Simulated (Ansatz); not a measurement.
Ge (diamond structure), cut as [100] fin, 1.15 nm along [100] by 0.86 nm along [010]

Computed with PBE (plane waves to 420 eV, PAW; Ansatz, a program for electronic structure).

k-points: Γ-centred 1×1×5 mesh; occupations: Fermi-Dirac, 0.020 eV; spin polarisation not allowed. Scalar-relativistic, no spin-orbit coupling.

 The relaxation kept the symmetry of its start, so a lower minimum of less symmetry isn't excluded. The period along the axis is held at the bulk value.

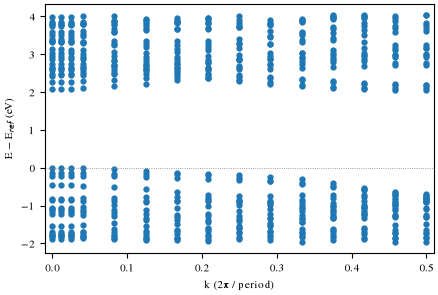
Levels along the axis at 15 k-points, drawn as points, zero at the top of the valence band

Electronic character: not metallic; Kohn-Sham band gap: 2.06 eV. Only levels within the plotted window are shown.
